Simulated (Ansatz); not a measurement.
# Ga chain started as a dimerised line: period, moment and channels by functional, part 4 of 4

How many channels does the Ga chain started as a dimerised line carry, and how sure is the answer?

Ansatz 0.2.0; DFT PBE, plane waves, PAW; relaxation of a chain's period (the session's first sound run).

So far. Step 11 (Relaxing the period, cutoff 1088.46 eV): The cell's length comes to 4.586 Å, +0.2 % against the first run, with no moment. The two atoms stand evenly on a line, so the true period is half of it. Step 12 (Relaxation of atoms and period): The cell's length comes to 4.578 Å, +0.0 % against the first run, with spin left out. The two atoms stand evenly on a line, so the true period is half of it.

**14. Two-component spinors (continued)**

Level of this step: DFT PBE, plane waves, fully relativistic PAW; channels of a perfect chain with spin-orbit coupling (Ansatz).

The slowest values at each energy, most degenerate partners merged, listed up to 1.5 1/Å. Im kz of the slowest decaying states against energy, zero at the Fermi level:

| energy (eV) | decay 1 (Å⁻¹) | decay 2 (Å⁻¹) | decay 3 (Å⁻¹) | decay 4 (Å⁻¹) |
| --- | --- | --- | --- | --- |
| -0.420 | 0.0740 | 0.948 | 1.13 | 1.29 |
| -0.350 | 0.0717 | 0.938 | 1.12 | 1.29 |
| -0.280 | 0.0687 | 0.927 | 1.11 | 1.28 |
| -0.175 | 0.0630 | 0.912 | 1.10 | 1.27 |
| -0.105 | 0.0580 | 0.902 | 1.09 | 1.26 |
| -0.035 | 0.0518 | 0.891 | 1.08 | 1.26 |
| 0.000 | 0.0482 | 0.886 | 1.08 | 1.25 |
| 0.035 | 0.0440 | 0.880 | 1.08 | 1.25 |
| 0.105 | 0.0335 | 0.870 | 1.07 | 1.24 |
| 0.175 | 0.0152 | 0.859 | 1.06 | 1.23 |
| 0.280 | 0.842 | 1.05 | 1.22 | 1.23 |
| 0.350 | 0.831 | 1.04 | 1.22 | 1.22 |
| 0.420 | 0.820 | 1.03 | 1.21 | 1.21 |

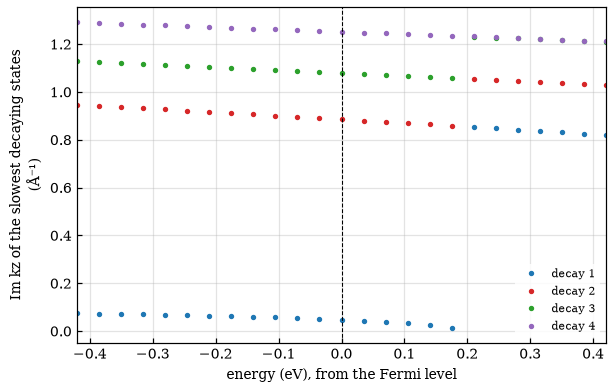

Im kz of the slowest decaying states, plotted against energy.

Electronic bands along the path, in eV, zero at the Fermi level:

| point | band 25 | band 26 | band 27 | band 28 | band 29 | band 30 | band 31 | band 32 |
| --- | --- | --- | --- | --- | --- | --- | --- | --- |
| Γ | -0.55 | -0.55 | -0.46 | -0.46 | 0.19 | 0.19 | 2.92 | 2.92 |
| Z | 1.40 | 1.40 | 1.40 | 1.40 | 1.49 | 1.49 | 1.49 | 1.49 |

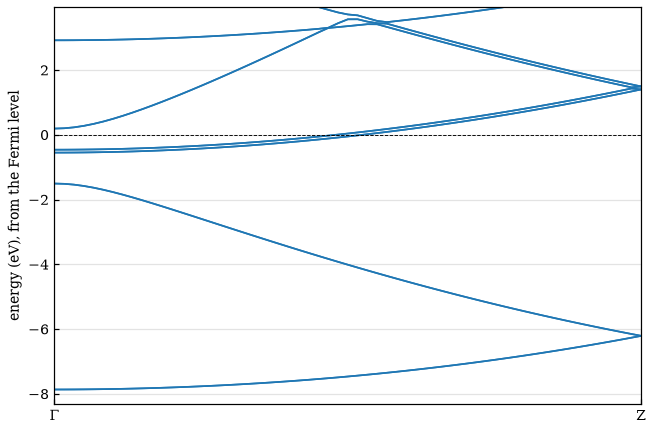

Electronic bands along the path.

At the computed energy nearest the Fermi level there are 4 spinor channels, and the thermal average gives 2.00 G₀.

**15. A varied input: scf.initial_density.chi_scale = 0.3**

This step: DFT PBE, plane waves, PAW; channels and complex bands of a perfect chain; changed: scf.initial_density.chi_scale = 0.3 (Ansatz 0.2.0).

The atoms of the run on the perfect lead (PBE) are kept and the input is varied, to see whether the result depends on it. The ELF is not written this time.

input.yaml

```yaml
crystal:
  lattice:
    - [7.5, 0.0, 0.0]
    - [0.0, 7.5, 0.0]
    - [0.0, 0.0, 4.5780593141]
  atoms:
    - { symbol: Ga, position: [0.5, 0.5, 0.975020197] }
    - { symbol: Ga, position: [0.5, 0.5, 0.474979803] }
kpoints:
  mp_grid: { grid: [1, 1, 18] }
  band_path: { path: ["Γ", Z], npoints: 60 }
scf:
  occupations: { method: fermi_dirac, width: 0.05 }
  initial_density: { chi_scale: 0.3 }
hamiltonian:
  xc: pbe
output:
  transmission:
    e_range: [-2, 2]
    de: 0.035
    kmesh: [1, 1]
    reduced_basis: true
    leads: [[0, 0]]
  dos: { projected: true, e_range: [-6, 4] }
  write_potential: true
  write_density: true
  volumetric_format: npy
```

On the command line:

```bash
$ ansatz run input.yaml --threads 4 --pin off --max-ram 8192MiB --backend cpu --events-out ev --progress --plain --runs-dir out
```

Numbers of over 12 decimals in the logs are rounded to 6 here.

Log:

```text
[...]
Crystal: 2 atoms, lattice volume = 257.516 Å³
Basis set: ecut = 420 eV, 5063 PW (Γ)
Bands: 17, of which v1, the nominal top of the filled ones, is band 13 counted from 1 (12 counted from 0)
Symmetry: 16 space group operations
[...]
k-points: 10 of 18
[...]
SCF iter   8: F=-7563.339871 eV  HF=-7563.339871 eV  |F-HF|=8.85e-10  |Δ(HF+E_count)|=   5.26e-8  Δρ=4.14e-7  dr2=6.10e-10  ethr=1.92e-10  ⟨swp⟩=1.0  Hψ=514  notcnv=0
SCF 1 converged in 8 iterations: F = -7563.339871 eV  dr2 = 6.10e-10
[...]
transmission: 6 of 36 steps passed
transmission: 12 of 36 steps passed
[...]
transmission: 36 of 36 steps passed
[...]
SCF converged after 8 iterations
Free energy (F): -7563.339871 eV
[...]
Internal energy: -7563.324168 eV  (E = F + TS)
E sigma→0 (E₀):  -7563.332020 eV
Entropy (-TS):   -0.015703 eV (-7.851 meV/atom)
Fermi energy:    -2.090820 eV
[...]
--- Band table (eV; the first three rows and the last of 10) ---
  k-point 0: bands = [... 9 lower, -16.7532, -9.9584, -3.5938, -2.5956, -2.5956, -1.9001, 0.8274, 2.3073]
  k-point 1: bands = [... 9 lower, -16.7627, -9.9388, -3.9118, -2.5707, -2.5707, -1.5361, 0.8490, 2.3292]
  k-point 2: bands = [... 9 lower, -16.7910, -9.8798, -4.5222, -2.4963, -2.4963, -0.7883, 0.9138, 2.3951]
  k-point 9: bands = [... 9 lower, -17.2879, -8.3015, -8.3002, -0.6438, -0.6438, -0.6430, -0.6430, 2.5582]
--- Transmission ---
  basis      : 497 plane waves across, 6 finite elements along
  points     : 1, standing for a mesh of 1 x 1
[...]
crystal 0  : Ga2, at the sites [0, 0], period 4.5781 Å: whole cells are its period
[...]
filled         : 4.3 meV over the level at which it is neutral
    channels       : 2.000000e0 a spin
[...]
```

Wall time 16 s (4 threads of Arm Neoverse V2, shared host); peak memory 0.59 GiB; 59 s of CPU time.

This step gave:

```yaml
energy_at_zero_smearing: -7563.3320 eV
```

The open channels of the lead, one spin by energy, zero at the Fermi level:

```
energy (eV)  open channels of the lead, one spin
     -2.000                                    1
     -1.510                                    1
     -0.985                                    0
     -0.495                                    2
     -0.005                                    2
      0.485                                    3
      1.010                                    3
      1.500                                    3
```

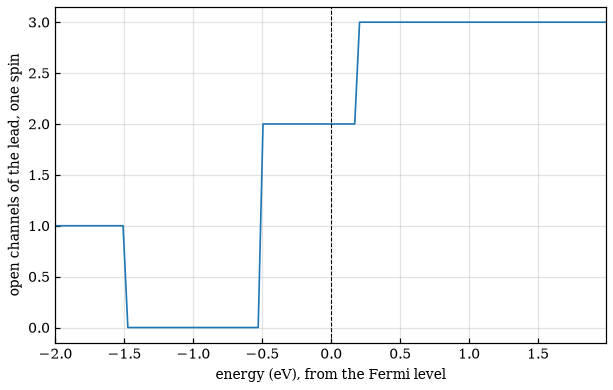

Open channels of the lead, one spin, plotted against energy.

It took 16 s against 15 s for the run it varies, and the conductance is 2.00 G₀ against 2.00 G₀.

The channels at the energy nearest the Fermi level, one spin and conductance of the lead as this run defines it stay within 0.2 % plus 0.001 of the run it varies.

**16. What came out**

| Item | Value |
| --- | --- |
| cell length, PBE | 4.578 Å |
| cell length, r2SCAN | 4.513 Å |
| cell length, LDA | 4.471 Å |
| cell length, PBEsol | 4.522 Å |
| cell length, PBE, NC files | 4.586 Å |
| cell length, PBE, no spin | 4.578 Å |
| conductance, PBE | 2.00 G₀ |
| conductance, r2SCAN | 2.00 G₀ |
| conductance, LDA | 2.00 G₀ |
| conductance, PBEsol | 2.00 G₀ |
| conductance, with spin-orbit coupling | 2.00 G₀ |

Under PBE the cell's length is 4.58 Å, no moment survives, and it is a metal with 2 channels a spin next to the Fermi level, 2.00 G₀ at 300 K. The cell's length spans 2.4 % over the functionals, shortest under LDA and longest under PBE. A perfect wire passes every open channel, so the conductance counts half a G₀ for each forward-moving state at the Fermi level, spin by spin. At the relaxed period it is a straight line with bonds of 2.29 Å, as the straight start enforces by symmetry. Transport is coherent and elastic here: the atoms are frozen, so scattering by vibrations plays no part.

[Logs are printed without paths, hosts, clocks, repeated set-up lines and the standing remarks that a program may print on its own settings, such as how far it seeks lower states.]

[Hosts, paths, dates, database ids (printed as entryN), source tags and the programs' standing remarks are cut or masked in the printed files.]
